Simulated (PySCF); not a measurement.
# BF₄−: NMR shifts and electronic excitations in gas and solvents, part 2 of 2

PySCF 2.14.0. Atoms count from 0. The steps go on from the part before.

### Step 7. Excited states and response: PBE0/def2-SVPD

What the job is given:

```
{"job": {"kind": "uv", "xc": "PBE0", "basis": "def2-SVPD", "dynamic": true, "nstates": 6, "ntriplets": 0}, "charge": -1, "multiplicity": 1}
F     -0.694208     0.762037     0.904181
B      0.095839     0.001061     0.029620
F      0.963399    -0.814478     0.771568
F     -0.731633    -0.802090    -0.768352
F      0.845366     0.858337    -0.789622
```

With the program's defaults for keys left out, this is: TDDFT PBE0/def2-SVPD, vertical, gas phase, core orbitals frozen in the response.

The program printed:

```text
coarse grid: 5432 points
cycle   1  E = -423.6667082730  dE =  2.649e-01  |g| = 8.440e-01  |ddm| = 3.492e+00
cycle   2  E = -423.5848497767  dE =  8.186e-02  |g| = 1.145e+00  |ddm| = 1.585e+00
cycle   3  E = -423.7864451232  dE = -2.016e-01  |g| = 8.317e-03  |ddm| = 7.530e-01
cycle   4  E = -423.7864591032  dE = -1.398e-05  |g| = 1.712e-03  |ddm| = 3.583e-02
cycle   5  E = -423.7864596387  dE = -5.355e-07  |g| = 1.980e-04  |ddm| = 3.293e-03
final grid: 57624 points
cycle   6  E = -423.8289157584  dE = -2.714e-05  |g| = 3.972e-03  |ddm| = 3.300e-02
cycle   7  E = -423.8289149514  dE =  8.071e-07  |g| = 4.593e-03  |ddm| = 5.353e-03
cycle   8  E = -423.8289181355  dE = -3.184e-06  |g| = 3.198e-04  |ddm| = 2.932e-03
cycle   9  E = -423.8289181505  dE = -1.499e-08  |g| = 6.337e-05  |ddm| = 3.460e-04
cycle  10  E = -423.8289181513  dE = -7.478e-10  |g| = 1.356e-05  |ddm| = 1.945e-04
converged SCF energy = -423.8289181513

Static polarisability (au): isotropic 23.570, principal 23.565 23.571 23.573

Singlet excitations
state   eV       nm        f      main configurations
  1   8.7261    142.1   0.00000   H->L 0.99
  2   8.7263    142.1   0.00000   H-1->L 0.99
  3   8.7270    142.1   0.00000   H-2->L 0.99
  4   9.6861    128.0   0.11374   H-3->L 0.97
  5   9.6872    128.0   0.11378   H-4->L 0.97
  6   9.6875    128.0   0.11379   H-5->L 0.97
```

It took 6.8 s on 1 thread, shared host.

The orbitals next to the gap, with their largest atomic shares:

```tsv
orbital	eV	atoms
HOMO−3	-5.80	F0 23 %, F2 23 %, F4 23 %
HOMO−2	-4.87	F2 36 %, F0 34 %, F4 29 %
HOMO−1	-4.87	F3 37 %, F0 36 %, F2 15 %
HOMO	-4.87	F3 38 %, F4 33 %, F2 24 %
LUMO	5.07	B1 75 %, F0 6 %, F2 6 %
LUMO+1	6.96	F3 49 %, F0 22 %, F4 16 %
LUMO+2	6.96	F0 40 %, F4 24 %, F2 21 %
```

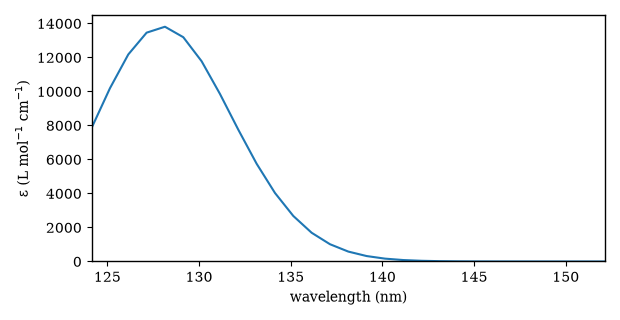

Absorption spectrum: each of the 6 states is a Gaussian band of 0.4 eV half-width at 1/e. Beyond the last state computed it falls off for lack of states.

Further results of this job:

```tsv
property	computed
polarisability (Å³)	3.49
HOMO–LUMO gap (eV)	9.94
−ε(HOMO) (eV)	4.87
C6 with itself (au)	327
```

### Step 8. Excited states and response: PBE0/def2-SVPD in chloroform

What the job is given:

```
{"job": {"kind": "uv", "xc": "PBE0", "basis": "def2-SVPD", "solvent": "chloroform", "nstates": 6, "ntriplets": 0}, "charge": -1, "multiplicity": 1}
F     -0.694208     0.762037     0.904181
B      0.095839     0.001061     0.029620
F      0.963399    -0.814478     0.771568
F     -0.731633    -0.802090    -0.768352
F      0.845366     0.858337    -0.789622
```

Method: TDDFT PBE0/def2-SVPD, vertical, IEF-PCM chloroform (non-equilibrium linear response), core orbitals frozen in the response.

The program printed:

```text
coarse grid: 5432 points
cycle   1  E = -423.7430691373  dE =  1.886e-01  |g| = 8.444e-01  |ddm| = 3.495e+00
cycle   2  E = -423.6641281196  dE =  7.894e-02  |g| = 1.134e+00  |ddm| = 1.554e+00
cycle   3  E = -423.8616091852  dE = -1.975e-01  |g| = 7.908e-03  |ddm| = 7.469e-01
cycle   4  E = -423.8616218177  dE = -1.263e-05  |g| = 1.634e-03  |ddm| = 2.659e-02
cycle   5  E = -423.8616222798  dE = -4.621e-07  |g| = 1.842e-04  |ddm| = 2.897e-03
final grid: 57624 points
cycle   6  E = -423.9040730103  dE = -2.717e-05  |g| = 3.999e-03  |ddm| = 2.980e-02
cycle   7  E = -423.9040722707  dE =  7.396e-07  |g| = 4.564e-03  |ddm| = 5.385e-03
cycle   8  E = -423.9040754048  dE = -3.134e-06  |g| = 3.384e-04  |ddm| = 2.925e-03
cycle   9  E = -423.9040754217  dE = -1.695e-08  |g| = 6.535e-05  |ddm| = 4.157e-04
cycle  10  E = -423.9040754225  dE = -8.121e-10  |g| = 1.241e-05  |ddm| = 2.110e-04
converged SCF energy = -423.9040754225

Static polarisability (au): isotropic 25.914, principal 25.910 25.915 25.917

Singlet excitations
state   eV       nm        f      main configurations
  1   9.3863    132.1   0.00000   H->L 0.98
  2   9.3865    132.1   0.00000   H-1->L 0.98
  3   9.3870    132.1   0.00000   H-2->L 0.98
  4  10.3283    120.0   0.14849   H-3->L 0.97
  5  10.3293    120.0   0.14852   H-4->L 0.97
  6  10.3297    120.0   0.14854   H-5->L 0.97
```

It took 5.4 s on 1 thread, shared host.

Key values: HOMO -9.00 eV, LUMO 1.66 eV; lowest singlet 9.39 eV.

### Step 9. TDDFT and polarisability: PBE0/def2-SVPD in cyclohexane

What the job is given:

```
{"job": {"kind": "uv", "xc": "PBE0", "basis": "def2-SVPD", "solvent": "cyclohexane", "nstates": 6, "ntriplets": 0}, "charge": -1, "multiplicity": 1}
F     -0.694208     0.762037     0.904181
B      0.095839     0.001061     0.029620
F      0.963399    -0.814478     0.771568
F     -0.731633    -0.802090    -0.768352
F      0.845366     0.858337    -0.789622
```

With the program's defaults for keys left out, this is: TDDFT PBE0/def2-SVPD, vertical, IEF-PCM cyclohexane (non-equilibrium linear response), core orbitals frozen in the response.

The program printed:

```text
coarse grid: 5432 points
cycle   1  E = -423.7155428529  dE =  2.161e-01  |g| = 8.442e-01  |ddm| = 3.494e+00
cycle   2  E = -423.6356175528  dE =  7.993e-02  |g| = 1.138e+00  |ddm| = 1.557e+00
cycle   3  E = -423.8344603205  dE = -1.988e-01  |g| = 7.986e-03  |ddm| = 7.480e-01
cycle   4  E = -423.8344732919  dE = -1.297e-05  |g| = 1.624e-03  |ddm| = 3.011e-02
cycle   5  E = -423.8344737732  dE = -4.813e-07  |g| = 1.766e-04  |ddm| = 3.013e-03
final grid: 57624 points
cycle   6  E = -423.8769264447  dE = -2.714e-05  |g| = 3.981e-03  |ddm| = 3.110e-02
cycle   7  E = -423.8769256683  dE =  7.763e-07  |g| = 4.579e-03  |ddm| = 5.353e-03
cycle   8  E = -423.8769288275  dE = -3.159e-06  |g| = 3.235e-04  |ddm| = 2.924e-03
cycle   9  E = -423.8769288429  dE = -1.541e-08  |g| = 6.336e-05  |ddm| = 3.698e-04
cycle  10  E = -423.8769288437  dE = -7.508e-10  |g| = 1.314e-05  |ddm| = 1.993e-04
converged SCF energy = -423.8769288437

Static polarisability (au): isotropic 24.772, principal 24.768 24.773 24.775

Singlet excitations
state   eV       nm        f      main configurations
  1   9.1568    135.4   0.00000   H->L 0.98
  2   9.1570    135.4   0.00000   H-1->L 0.98
  3   9.1576    135.4   0.00000   H-2->L 0.98
  4  10.0980    122.8   0.14138   H-3->L 0.97
  5  10.0991    122.8   0.14142   H-4->L 0.97
  6  10.0994    122.8   0.14143   H-5->L 0.97
```

It took 5 s on 1 thread, shared host.

In short: HOMO -7.50 eV, LUMO 2.90 eV; lowest singlet 9.16 eV.

### Step 10. Side by side: NMR shifts

Shifts (ppm), means over like atoms, with basis size and wall time (the measured row can stand on another reference than the computed rows):

```tsv
run	F0	B1	functions	time
PBE0/pcSseg-1 in chloroform	-167.1	-2.4	85	3.6 s
PBE0/pcSseg-1 in cyclohexane	-168.2	-2.6	85	2.8 s
WP04/pcSseg-1 in chloroform	-174.1	-2.2	85	2.9 s
wB97X-D/pcSseg-1 in chloroform	-160.4	-2.2	85	3.5 s
measured	–	-1.6	–	–
```

Measured: Macháček, Bühl, Fanfrlík, Hnyk, 11B NMR of BX3 and BX4-, J. Phys. Chem. A (author manuscript).

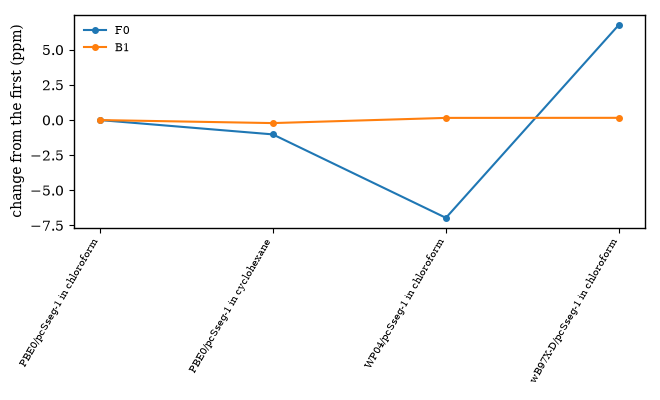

How the tabulated atoms move from run to run.

### Step 11. Run by run: electronic excitations

Excitations and ground-state properties, with basis size and wall time:

```tsv
run	lowest singlet (eV)	brightest (eV)	f	gap (eV)	α (Å³)	functions	time
PBE0/def2-SVPD	8.73	9.69	0.114	9.94	3.49	112	6.8 s
PBE0/def2-SVPD in chloroform	9.39	10.33	0.149	10.65	3.84	112	5.4 s
PBE0/def2-SVPD in cyclohexane	9.16	10.10	0.141	10.40	3.67	112	5 s
```

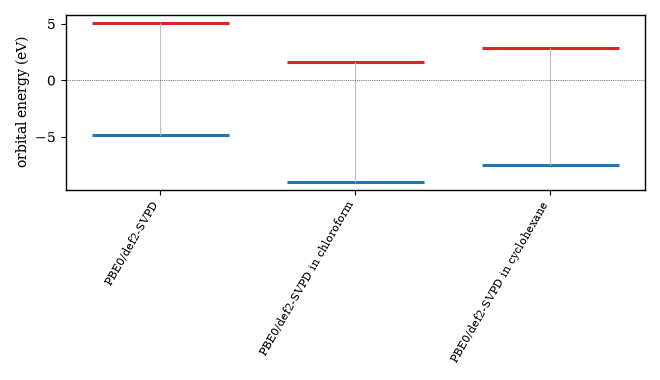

HOMO (blue) and LUMO (red) run by run.

The continuum's effect on the ground state:

```tsv
solvent	ε	polarisation energy (Eh)
cyclohexane	2.02	-0.0481
chloroform	4.71	-0.0753
```

### Step 12. Summary of results

What follows sums up all 2 parts.

| quantity | value |
| --- | --- |
| point group | Td |
| rotational constants (main isotopes) | 5.07, 5.07, 5.07 GHz |
| 19F shifts against CFCl3 (PBE0/pcSseg-1, chloroform, means over atoms taken as alike) | -167.1 ppm |
| 11B shifts against BF3·OEt2 (PBE0/pcSseg-1, chloroform) | -2.4 ppm |
| measured, and computed on the same scale | B1 δ -1.6, -2.4 ppm |
| lowest singlet (PBE0/def2-SVPD) | 8.73 eV (142 nm), f = 0.000 |
| brightest single state of those computed | state 6, 9.69 eV, f = 0.114 |
| range of the shift of F0 (PBE0/pcSseg-1 runs) | -168.2 to -167.1 ppm |
| range of the lowest singlet | 8.73 to 9.39 eV |

What this shows: The optimisation took 3 steps and gained 0.016 eV; among the close pairs (by a distance rule), F0–B1 changed most, from 1.390 to 1.403 Å. At PBE0/pcSseg-1: Shielding is most anisotropic at F0, F2, F3, F4 (span 94 ppm, paramagnetic term -127 ppm). The one measured 11B shift is missed by -0.8 ppm (computed less measured, unscaled). Vibration and temperature are missing from the calculation, so part of the miss against the measured shifts is not the functional's. The lowest singlet, at 8.73 eV, is HOMO→LUMO 0.99 and is dark; of the 6 states computed, the strongest absorption comes from states 4 to 6 together at 9.69 eV (the last computed, so partners may be missing). The lowest singlet lies above −ε(HOMO); no detachment energy was computed, so the anion's states may not be bound. At one level, PBE0/pcSseg-1: In ppm, F0 (with its like atoms) moves most: its shift spreads over 1.0 ppm, from -168.2 (PBE0/pcSseg-1 in cyclohexane) to -167.1 (PBE0/pcSseg-1 in chloroform). Most of that comes from the computed reference, not from the atom's own shielding. The lowest singlet runs from 8.73 eV (PBE0/def2-SVPD) to 9.39 eV (PBE0/def2-SVPD in chloroform), while the orbital gap spans 9.94 to 10.65 eV. The lowest state need not be the same one in every run. The continuum holds electrostatics alone: no hydrogen bonds to the solvent, and the gas-phase geometry is kept.
